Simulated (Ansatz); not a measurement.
The calculation's input:

```
crystal:
  periodic: [false, false, false]
  atoms:
    - {symbol: O, position_ang: [3.416351, -0.909917, -1.652416]}
    - {symbol: Mo, position_ang: [1.742883, -1.173957, -1.601929]}
    - {symbol: O, position_ang: [1.411294, -2.341815, -2.784690]}
    - {symbol: O, position_ang: [1.195415, -1.757709, 0.106497]}
    - {symbol: Mo, position_ang: [0.352815, -1.914493, 1.786905]}
    - {symbol: O, position_ang: [1.490101, -1.940781, 3.043614]}
    - {symbol: O, position_ang: [-0.516250, -3.365122, 1.904294]}
    - {symbol: O, position_ang: [-0.789941, -0.420628, 1.931154]}
    - {symbol: Mo, position_ang: [-1.743136, 1.173777, 1.601783]}
    - {symbol: O, position_ang: [-3.416592, 0.909621, 1.652135]}
    - {symbol: O, position_ang: [-1.411721, 2.341642, 2.784583]}
    - {symbol: O, position_ang: [-1.195584, 1.757587, -0.106591]}
    - {symbol: Mo, position_ang: [-0.352626, 1.914621, -1.786797]}
    - {symbol: O, position_ang: [-1.489643, 1.941628, -3.043737]}
    - {symbol: O, position_ang: [0.516885, 3.365040, -1.903552]}
    - {symbol: O, position_ang: [0.789769, 0.420502, -1.931253]}
basis:
  gaussian: {orbitals: def2-TZVP, fitting: {mean_field: def2-universal-jkfit}, initial_orbitals: start.molden}
total_charge: 1
magnetization: {spin_polarized: true, initial_magnetization: 1}
hamiltonian: {xc: pbe0, dispersion: d4}
scf: {omitted_lower_state_checks: [starts]}
output: {orbitals: {seedname: orbitals}}
```

Command:

```sh
ansatz run in.yaml --threads 2 --pin off --events-out ev --progress --plain --max-ram 31744MiB --backend cuda --devices 0, --max-vram 18GiB
```

Geometry: PBE-D4/def2-SVP; core potentials replace the inner electrons of Mo.

These are results of Ansatz 0.2.0, UKS PBE0-D4/def2-TZVP, not measurements.

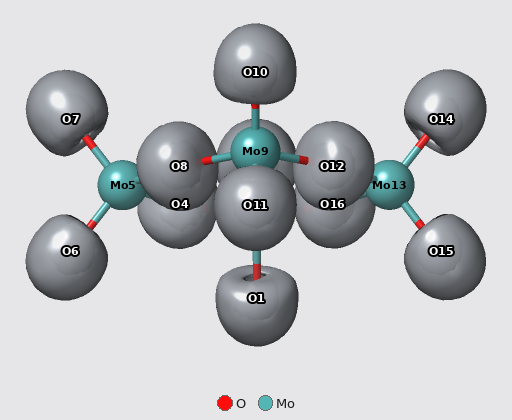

Mo4O12 ((MoO3)4) (charge +1, doublet). Isosurface of the electron localisation function at 0.75 (grey), seen from one side. Only the valence region is drawn (cores and ρ < 0.01 e/Å³ removed).

Where are the electrons localised?

Answer. The surface consists of twelve regions wrapped around O (the valence shell of each).

Values along the shortest contacts:
Mo–O (1.69 Å): the ELF peaks at about 0.80 in the valence shell of O, 0.5 Å from its nucleus, and drops to about 0.40 between the two atoms. Mo–O (1.89 Å): the ELF peaks at about 0.80 in the valence shell of O, 0.5 Å from its nucleus, and drops to about 0.25 between the two atoms.
